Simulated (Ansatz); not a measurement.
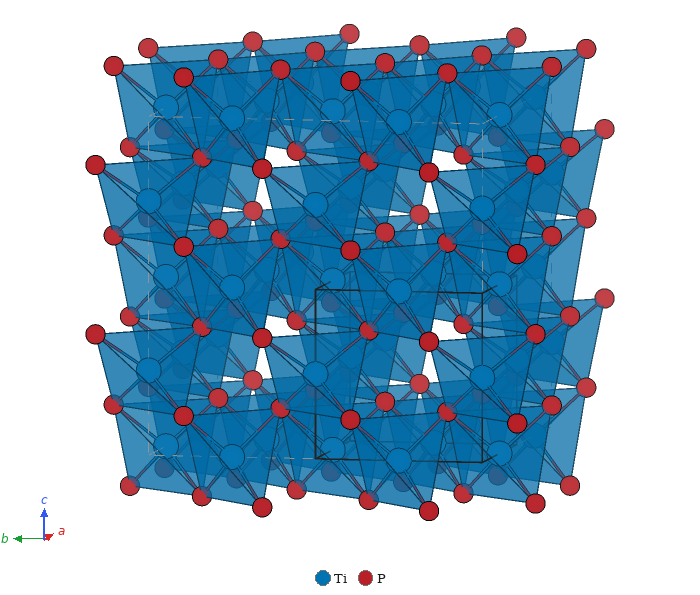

Polyhedra are drawn about Ti (bonds: P–Ti below 2.7 Å); other atoms are plain spheres.

System Ti3P4 (space group P-43m, No. 215); source of the atomic positions: coordinates from a relaxation with DFT PBE, scalar-relativistic, plane waves, PAW (Ansatz); the starting structure was generated, so it need not be a known form of this composition.

Q: What figure surrounds each Ti atom, and what does it share with the other drawn polyhedra?

A: Ti: TiP4 tetrahedron, sharing corners with eight neighbours.

Q: How do these polyhedra hang together as a whole?

A: They form a three-dimensional framework of corner-sharing tetrahedra.

Q: How far apart are the centres of linked polyhedra?

A: Centre to centre across a shared corner: 3.82 Å.
